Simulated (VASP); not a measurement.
Band structure of Fe3Ge (space group P6_3/mmc). These are r2SCAN meta-GGA, VASP's PBE PAW potentials (set 64) (plane waves; VASP 6.6.1) values and carry that method's errors.

The run has a spin-polarised start.

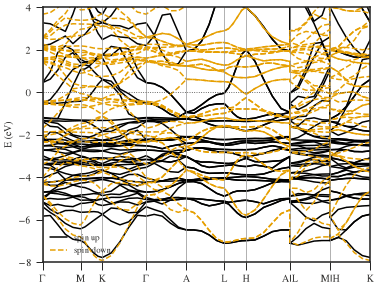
Bands along high-symmetry lines, zero at the valence-band maximum or, without a gap, the Fermi level

Q: Read the plot: is there a gap, and where are the band edges?

A: It has no gap at this level: it comes out as a metal or semimetal.

The structure comes from a computed database's Fe3Ge entry (P6_3/mmc); how it stands against other phases isn't given here. It was relaxed first.
